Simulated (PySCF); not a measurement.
**TPSSh/cc-pVDZ run of B2SiH5Br (SMILES BB[SiH2]Br)**

What is the vertical ionisation energy of B2SiH5Br at TPSSh/cc-pVDZ? 

The results are computed with PySCF 2.14.0.

### Step 1. The molecule

B2SiH5Br: 9 atoms, total charge 0, spin state singlet. SMILES: `BB[SiH2]Br`. Geometry: relaxed at GFN2-xTB. This is one conformer, not always the lowest.

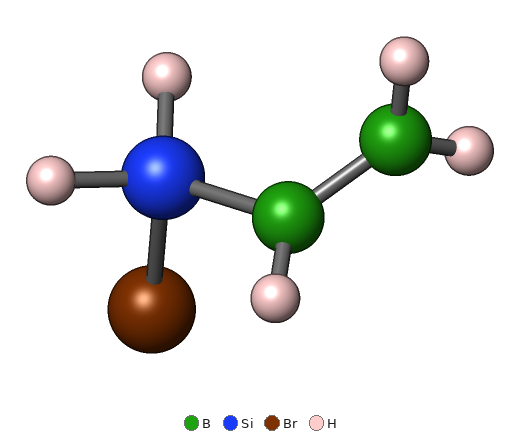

Viewed from a chosen angle; boron green, silicon blue, bromine brown, hydrogen pink.

### Step 2. The energy at TPSSh/cc-pVDZ

File calc.py:

```python
from pyscf import gto, dft

mol = gto.Mole()
mol.atom = [
    ('B', (-0.312820, 1.523660, -0.872530)),
    ('B', (0.327060, 0.064470, -0.798740)),
    ('Si', (0.262580, -0.880600, 0.917150)),
    ('Br', (-1.150610, -2.614050, 0.664300)),
    ('H', (0.305380, 2.490320, -0.615520)),
    ('H', (-1.446390, 1.727010, -1.101190)),
    ('H', (0.834270, -0.530850, -1.674530)),
    ('H', (1.487310, -1.546500, 1.376890)),
    ('H', (-0.306790, -0.233460, 2.104180)),
]
mol.basis = 'cc-pvdz'
mol.verbose = 4
mol.max_memory = 1860
mol.build()

mf = dft.RKS(mol)
mf.xc = 'tpssh'
mf.conv_tol = 1e-10
mf.grids.level = 0
mf.kernel()
if not mf.converged:
    mf = mf.newton().run(mf.mo_coeff, mf.mo_occ)

energy = mf.e_tot
print('Final energy', energy)
```

Launch:

```bash
$ OMP_NUM_THREADS=1 python calc.py
```

Log:

```text
PySCF version 2.14.0

[INPUT] num. atoms = 9
[INPUT] num. electrons = 64
[INPUT] charge = 0
[INPUT] spin (= nelec alpha-beta = 2S) = 0
[INPUT] symmetry False subgroup None
[INPUT] Mole.unit = angstrom
[INPUT] Symbol           X                Y                Z      unit          X                Y                Z       unit  Magmom
[INPUT]  1 B     -0.312820000000   1.523660000000  -0.872530000000 AA   -0.591144126286   2.879300106955  -1.648842735467 Bohr   0.0
[INPUT]  2 B      0.327060000000   0.064470000000  -0.798740000000 AA    0.618053826300   0.121830643251  -1.509399844735 Bohr   0.0
[INPUT]  3 Si     0.262580000000  -0.880600000000   0.917150000000 AA    0.496204285788  -1.664092825292   1.733162315145 Bohr   0.0
[INPUT]  4 Br    -1.150610000000  -2.614050000000   0.664300000000 AA   -2.174337776186  -4.939838575919   1.255345064549 Bohr   0.0
[INPUT]  5 H      0.305380000000   2.490320000000  -0.615520000000 AA    0.577084563920   4.706022762527  -1.163164224192 Bohr   0.0
[INPUT]  6 H     -1.446390000000   1.727010000000  -1.101190000000 AA   -2.733280969310   3.263575914385  -2.080947511110 Bohr   0.0
[INPUT]  7 H      0.834270000000  -0.530850000000  -1.674530000000 AA    1.576541813941  -1.003161113225  -3.164403087368 Bohr   0.0
[INPUT]  8 H      1.487310000000  -1.546500000000   1.376890000000 AA    2.810608562327  -2.922461451640   2.601945003652 Bohr   0.0
[INPUT]  9 H     -0.306790000000  -0.233460000000   2.104180000000 AA   -0.579749077755  -0.441175461041   3.976323916787 Bohr   0.0

nuclear repulsion = 259.104093197892
number of shells = 36
number of NR pGTOs = 205
number of NR cGTOs = 98
basis = cc-pvdz
ecp = {}

******** <class 'pyscf.dft.rks.RKS'> ********
method = RKS
initial guess = minao
damping factor = 0
level_shift factor = 0
DIIS = <class 'pyscf.scf.diis.CDIIS'>
diis_start_cycle = 1
diis_space = 8
diis_damp = 0
SCF conv_tol = 1e-10
SCF conv_tol_grad = None
SCF max_cycles = 50
direct_scf = True
direct_scf_tol = 1e-13
XC library pyscf.dft.libxc version 7.0.0
    S. Lehtola, C. Steigemann, M. J.T. Oliveira, and M. A.L. Marques.,  SoftwareX 7, 1–5 (2018)
XC functionals = tpssh
radial grids:
    Treutler-Ahlrichs [JCP 102, 346 (1995); DOI:10.1063/1.469408] (M4) radial grids

becke partition: Becke, JCP 88, 2547 (1988); DOI:10.1063/1.454033
pruning grids: <function nwchem_prune>
grids dens level: 0
symmetrized grids: False
atomic radii adjust function: <function treutler_atomic_radii_adjust>
small_rho_cutoff = 0
Set gradient conv threshold to 1e-05
Initial guess from minao.
tot grids = 9344
init E= -2915.24907351252
  HOMO = -0.30894404891678  LUMO = -0.169752044989663  gap/eV = 3.78761
cycle= 1 E= -2916.21932935274  delta_E= -0.97  |g|= 0.232  |ddm|= 2.56
  HOMO = -0.247337781972642  LUMO = -0.102681412529702  gap/eV = 3.93630
cycle= 2 E= -2916.21847899598  delta_E= 0.00085  |g|= 0.243  |ddm|= 0.566
  HOMO = -0.264270080422737  LUMO = -0.106524888396132  gap/eV = 4.29247
cycle= 3 E= -2916.2396285831  delta_E= -0.0211  |g|= 0.0396  |ddm|= 0.32
  HOMO = -0.267442018087609  LUMO = -0.114201012284753  gap/eV = 4.16990
cycle= 4 E= -2916.24012947992  delta_E= -0.000501  |g|= 0.0154  |ddm|= 0.0671
  HOMO = -0.267389696953087  LUMO = -0.111649855636061  gap/eV = 4.23790
cycle= 5 E= -2916.24022274086  delta_E= -9.33e-05  |g|= 0.00293  |ddm|= 0.0224
  HOMO = -0.267228164299041  LUMO = -0.11189841046475  gap/eV = 4.22674
cycle= 6 E= -2916.24022609298  delta_E= -3.35e-06  |g|= 0.000687  |ddm|= 0.00448
  HOMO = -0.267235883033641  LUMO = -0.111843576279201  gap/eV = 4.22844
cycle= 7 E= -2916.24022624409  delta_E= -1.51e-07  |g|= 9.76e-05  |ddm|= 0.000799
  HOMO = -0.267232066224767  LUMO = -0.111847795122199  gap/eV = 4.22822
cycle= 8 E= -2916.24022624765  delta_E= -3.56e-09  |g|= 2.2e-05  |ddm|= 0.000138
  HOMO = -0.267231455165284  LUMO = -0.111846937175889  gap/eV = 4.22823
cycle= 9 E= -2916.24022624783  delta_E= -1.8e-10  |g|= 6.57e-06  |ddm|= 3.51e-05
  HOMO = -0.267232260839214  LUMO = -0.11184765566869  gap/eV = 4.22823
cycle= 10 E= -2916.24022624786  delta_E= -3.05e-11  |g|= 1.14e-06  |ddm|= 1.03e-05
  HOMO = -0.267232012159223  LUMO = -0.111847464848009  gap/eV = 4.22823
Extra cycle  E= -2916.24022624785  delta_E= 4.55e-12  |g|= 9.81e-07  |ddm|= 2.84e-06
converged SCF energy = -2916.24022624785
Final energy -2916.2402262478545
```

It took 4.8 s on 1 thread of Arm Neoverse V1, shared host; peak memory 0.25 GiB.

### Step 3. The doublet cation

File job.py:

```python
from pyscf import gto, dft

molecule = gto.Mole()
molecule.atom = '''
B     -0.312820     1.523660    -0.872530
B      0.327060     0.064470    -0.798740
Si     0.262580    -0.880600     0.917150
Br    -1.150610    -2.614050     0.664300
H      0.305380     2.490320    -0.615520
H     -1.446390     1.727010    -1.101190
H      0.834270    -0.530850    -1.674530
H      1.487310    -1.546500     1.376890
H     -0.306790    -0.233460     2.104180
'''
molecule.spin = 1
molecule.charge = 1
molecule.max_memory = 1860
molecule.verbose = 3
molecule.basis = 'cc-pvdz'
molecule.build()

calc0 = dft.UKS(molecule, xc='tpssh')
calc0.grids.level = 0
calc0.conv_tol = 1e-10
calc0.kernel()
if not calc0.converged:
    calc0 = calc0.newton().run(calc0.mo_coeff, calc0.mo_occ)

etot = calc0.e_tot
print('E(%s) = %.9f' % ('TPSSH', etot))
```

Launch:

```bash
$ OMP_NUM_THREADS=1 python job.py
```

Log:

```text
WARN: HOMO -0.308944048916779 >= LUMO -0.30894404891678

converged SCF energy = -2915.88155863369  <S^2> = 0.75613945  2S+1 = 2.0061301
E(TPSSH) = -2915.881558634
```

It took 9 s on 1 thread of Arm Neoverse V1, shared host; peak memory 0.25 GiB.

### Step 4. What came out

Level: TPSSh/cc-pVDZ.

```
                                          quantity           value
                    singlet B2SiH5Br: total energy  -2916.24023 Eh
                   singlet B2SiH5Br: dipole moment          2.01 D
                     singlet B2SiH5Br: HOMO energy        -7.27 eV
                     singlet B2SiH5Br: LUMO energy        -3.04 eV
                   singlet B2SiH5Br: HOMO–LUMO gap         4.23 eV
                      doublet cation: total energy  -2915.88156 Eh
doublet cation: HOMO energy (highest over α and β)       -13.20 eV
 doublet cation: LUMO energy (lowest over α and β)       -12.20 eV
                              doublet cation: ⟨S²⟩           0.756
vertical ionisation energy (to the doublet cation)        9.760 eV
```

What this shows: Removing an electron at fixed nuclei costs 9.76 eV (942 kJ/mol). −ε(HOMO) before ionisation, 7.27 eV, is 2.49 eV below this ionisation energy.
